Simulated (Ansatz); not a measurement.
The reference is KTlS$_{2}$ (space group R-3m, No. 166; a = 3.984 Å, c = 21.707 Å (hexagonal axes); a hypothetical phase, not in the database extracts checked). Axes: x lies along a and z along c of the hexagonal cell.

Now apply this change: the cell is stretched by 5.28 % along x with no lateral relaxation; the atoms relax in the strained cell.

Level of theory: PBEsol (Ansatz, a quantum-chemistry and plane-wave program, PAW, no spin-orbit coupling).

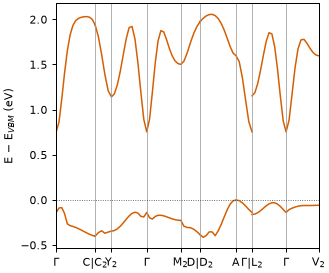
Figure. Highest valence and lowest conduction band along the path of the changed cell's own zone

Task: From the figure, how large is the changed gap, and is it direct?

Result: About 0.75 eV, indirect, A → Γ.

With Tl present, leaving out spin-orbit coupling can change the band edges. No phonon test of stability was made. Labels are those of the standard path for the cell's own space group.
